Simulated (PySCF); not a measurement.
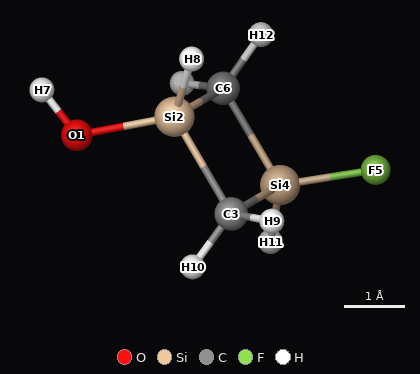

The structure (ball-and-stick view, seen at a tilt; atoms are numbered from 1 in the order of the input). Bond lengths as drawn: C–H 1.10 Å, C–Si 1.89 to 1.90 Å, F–Si 1.63 Å, H–O 0.96 Å, H–Si 1.49 to 1.50 Å and O–Si 1.67 Å.

**What a change does: NMR shielding calculation on C2H7FOSi2**

System: C2H7FOSi2.
Method of run A: GIAO HF/pcSseg-1 NMR shielding, non-relativistic, gas phase (PySCF 2.14.0).

The geometry comes from this level: PBE0-D3(BJ)/def2-SVP. Text and figures count atoms from 1; the logs count them from 0 in places.

**The input, run A**
```
{"job": {"kind": "nmr", "xc": "HF", "basis": "pcSseg-1", "pop": false}, "charge": 0, "multiplicity": 1}
O      1.587891    -1.548228    -0.868309
Si     1.069033    -0.098200    -0.227561
C     -0.375124     0.568365    -1.248069
Si    -1.445287     0.420598     0.297989
F     -1.936115     1.879306     0.839858
C     -0.019017    -0.261455     1.325852
H      2.356006    -1.954834    -0.456865
H      2.219128     0.842355    -0.045410
H     -0.255327     1.588051    -1.645551
H     -0.666136    -0.095244    -2.078364
H     -2.664158    -0.429934     0.185645
H      0.269821     0.374469     2.177933
H     -0.159745    -1.290601     1.692502
```

The first line tells a small driver script what to run in PySCF; the rest is the geometry in Å.

Launched with:
```bash
OMP_NUM_THREADS=1 python <driver script> task.json out
```

Hardware: 1 CPU thread, shared host.

**Output (run A)**
```
final grid: 106688 points
cycle   1  E = -831.9106206155  dE =  7.100e-01  |g| = 7.045e-01  |ddm| = 3.146e+00
cycle   2  E = -831.9987778893  dE = -8.816e-02  |g| = 4.236e-01  |ddm| = 8.249e-01
cycle   3  E = -832.0272841456  dE = -2.851e-02  |g| = 6.376e-02  |ddm| = 2.909e-01
cycle   4  E = -832.0287476206  dE = -1.463e-03  |g| = 1.138e-02  |ddm| = 9.529e-02
cycle   5  E = -832.0287984067  dE = -5.079e-05  |g| = 2.787e-03  |ddm| = 1.817e-02
cycle   6  E = -832.0288014922  dE = -3.086e-06  |g| = 9.210e-04  |ddm| = 4.129e-03
cycle   7  E = -832.0288018957  dE = -4.034e-07  |g| = 3.114e-04  |ddm| = 1.657e-03
cycle   8  E = -832.0288019368  dE = -4.113e-08  |g| = 9.326e-05  |ddm| = 5.559e-04
cycle   9  E = -832.0288019413  dE = -4.537e-09  |g| = 2.441e-05  |ddm| = 1.954e-04
cycle  10  E = -832.0288019417  dE = -3.020e-10  |g| = 7.212e-06  |ddm| = 5.153e-05
converged SCF energy = -832.0288019417

GIAO shielding tensors (ppm)
atom      isotropic    diamagn.    paramagn.     s11        s22        s33       span
  0 O      309.263     389.358     -80.095    289.427    301.465    336.899     47.472
  1 Si     396.733     876.419    -479.687    366.011    391.772    432.415     66.405
  2 C      186.606     263.607     -77.001    170.140    192.909    196.769     26.629
  3 Si     381.744     874.853    -493.109    352.433    374.924    417.874     65.441
  4 F      389.263     469.526     -80.264    371.572    391.046    405.170     33.599
  5 C      184.740     264.280     -79.541    169.738    189.343    195.137     25.399
  6 H       30.216      29.847       0.369     21.671     23.979     44.997     23.326
  7 H       26.720      29.496      -2.776     23.526     24.625     32.008      8.482
  8 H       31.080      31.074       0.006     26.863     27.741     38.637     11.774
  9 H       31.135      31.488      -0.353     26.699     28.297     38.410     11.711
 10 H       26.566      28.717      -2.151     23.302     24.300     32.096      8.794
 11 H       31.241      31.674      -0.432     27.078     28.091     38.555     11.477
 12 H       31.359      32.112      -0.753     27.213     28.335     38.528     11.316
```

The input of run B differs as follows (lines with − go, lines with + come):
```diff
-"xc": "HF"
+"xc": "BP86"
```

Predict how the results change.

The total energies belong to different methods, so their difference says nothing on which is more stable or more accurate. The HOMO goes from −10.99 to −6.71 eV. The LUMO goes from 3.45 to −0.89 eV. The dipole moment goes from 2.35 to 2.18 D. Of all shieldings, the largest change is that of Si4, by −73.8 ppm. The method changes from HF to BP86. Exact exchange removes part of the self-interaction error of semilocal functionals, which pushes filled and empty levels apart. The SCF takes 14 iterations against 10.

**Output (run B)**
```
coarse grid: 11936 points
cycle   1  E = -834.2911050184  dE =  5.866e-01  |g| = 1.139e+00  |ddm| = 3.376e+00
cycle   2  E = -833.5420394077  dE =  7.491e-01  |g| = 2.232e+00  |ddm| = 3.480e+00
cycle   3  E = -834.5199377097  dE = -9.779e-01  |g| = 3.028e-01  |ddm| = 2.899e+00
cycle   4  E = -834.5382887921  dE = -1.835e-02  |g| = 1.111e-01  |ddm| = 3.812e-01
cycle   5  E = -834.5412205254  dE = -2.932e-03  |g| = 1.703e-02  |ddm| = 1.265e-01
cycle   6  E = -834.5413127854  dE = -9.226e-05  |g| = 5.147e-03  |ddm| = 3.029e-02
cycle   7  E = -834.5413188017  dE = -6.016e-06  |g| = 1.777e-03  |ddm| = 6.980e-03
final grid: 106688 points
cycle   8  E = -834.6087329075  dE = -2.429e-05  |g| = 8.673e-03  |ddm| = 1.954e-02
cycle   9  E = -834.6086929538  dE =  3.995e-05  |g| = 1.689e-02  |ddm| = 2.117e-02
cycle  10  E = -834.6087461146  dE = -5.316e-05  |g| = 1.263e-03  |ddm| = 1.483e-02
cycle  11  E = -834.6087463672  dE = -2.527e-07  |g| = 6.242e-04  |ddm| = 1.564e-03
cycle  12  E = -834.6087464781  dE = -1.108e-07  |g| = 6.143e-05  |ddm| = 5.373e-04
cycle  13  E = -834.6087464514  dE =  2.669e-08  |g| = 3.326e-05  |ddm| = 8.590e-05
cycle  14  E = -834.6087464516  dE = -2.169e-10  |g| = 7.157e-06  |ddm| = 3.233e-05
converged SCF energy = -834.6087464516

GIAO shielding tensors (ppm)
atom      isotropic    diamagn.    paramagn.     s11        s22        s33       span
  0 O      283.783     385.548    -101.765    266.969    281.632    302.749     35.781
  1 Si     328.372     880.901    -552.529    279.654    323.060    382.401    102.746
  2 C      168.277     261.997     -93.720    146.639    175.662    182.529     35.891
  3 Si     307.925     879.156    -571.231    258.295    294.620    370.860    112.564
  4 F      343.908     466.784    -122.875    320.391    351.802    359.532     39.141
  5 C      165.581     262.755     -97.174    145.733    170.823    180.189     34.456
  6 H       30.258      29.757       0.501     22.631     25.067     43.076     20.445
  7 H       25.206      29.329      -4.123     22.075     23.467     30.075      8.000
  8 H       30.288      30.621      -0.333     26.684     27.583     36.596      9.913
  9 H       30.366      30.956      -0.590     26.566     28.145     36.387      9.821
 10 H       25.141      28.530      -3.389     21.933     23.238     30.253      8.320
 11 H       30.435      31.248      -0.813     26.906     27.935     36.464      9.558
 12 H       30.577      31.594      -1.017     27.078     28.217     36.436      9.359
```

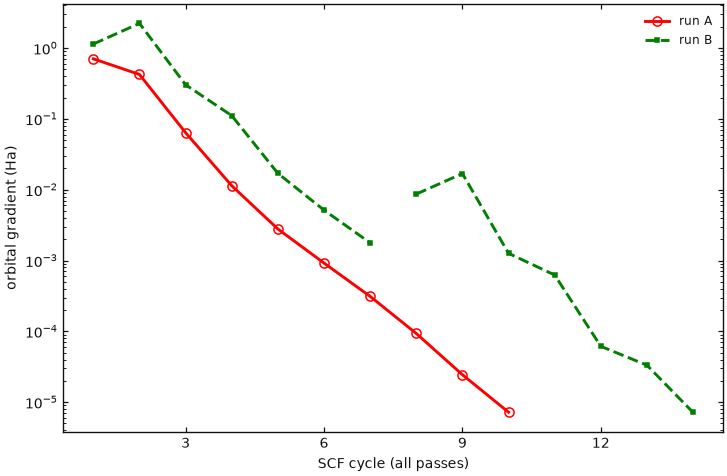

Convergence of the two runs: orbital gradient against the SCF cycle. A break in a curve parts two SCF passes (coarse and final grid). Run A takes 10 cycles in all, and run B takes 14.

**The two runs side by side**

| quantity | run A | run B |
| --- | --- | --- |
| outcome | converged | converged |
| total energy (hartree) | −832.028802 | −834.608746 |
| HOMO (eV) | −10.99 | −6.71 |
| LUMO (eV) | 3.45 | −0.89 |
| dipole moment (D) | 2.35 | 2.18 |
| shielding of O1 (ppm) | 309.3 | 283.8 |
| shielding of Si2 (ppm) | 396.7 | 328.4 |
| shielding of C3 (ppm) | 186.6 | 168.3 |
| shielding of Si4 (ppm) | 381.7 | 307.9 |
| shielding of F5 (ppm) | 389.3 | 343.9 |
| shielding of C6 (ppm) | 184.7 | 165.6 |
| shielding of H8 (ppm) | 26.7 | 25.2 |
| SCF iterations | 10 | 14 |
| basis functions | 151 | 151 |
| wall time (shared host) | 5.7 s | 16 s |
